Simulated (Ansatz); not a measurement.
**Strength of the As–Si bond: AsH(CH3)(SiH3) → AsH(CH3) + SiH3**

Species: AsH(CH3)(SiH3), singlet; AsH(CH3), doublet; SiH3 (silyl radical) `[SiH3]`, doublet. 

Shapes, held fixed at every level: PBE0-D4/def2-TZVP. Programs: Ansatz 0.2.0. The zero-point and thermal change to 298 K, harmonic and unscaled (PBE0-D4/def2-TZVP), is -11.4 kJ/mol.

```tsv
level	kind	ΔH(298 K) (kJ/mol)	less CCSD(T)/def2-TZVPP
r2SCAN-D4/def2-TZVPP	meta-GGA	+255.0	-10.0
B3LYP-D4/def2-TZVPP	global hybrid	+258.8	-6.2
wB97M-V/def2-TZVPP	range-separated hybrid	+271.2	+6.2
MP2/def2-SVP	perturbation theory	+252.0	-13.0
MP2/def2-TZVPP	perturbation theory	+274.3	+9.3
CCSD/def2-SVP	coupled cluster or CI	+238.2	-26.8
CCSD/def2-TZVPP	coupled cluster or CI	+255.8	-9.2
CCSD(T)/def2-TZVPP	coupled cluster or CI	+265.0	0.0
```

The highest level, CCSD(T)/def2-TZVPP, gives ΔH(298 K) = +265.0 kJ/mol; the levels span +238.2 to +274.3. The column of differences is taken from that level and isn't an error. No measured value is set beside it here. Open shells run unrestricted unless RO is named. Relativity is left out for As unless named. Correlated rows may include outer-core shells of As, which these sets cover unevenly.

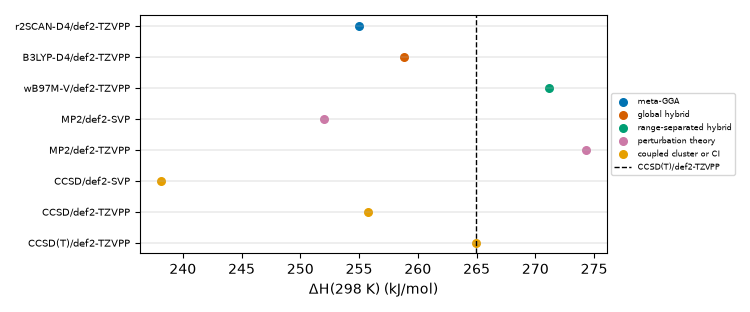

The values of the table, level by level.
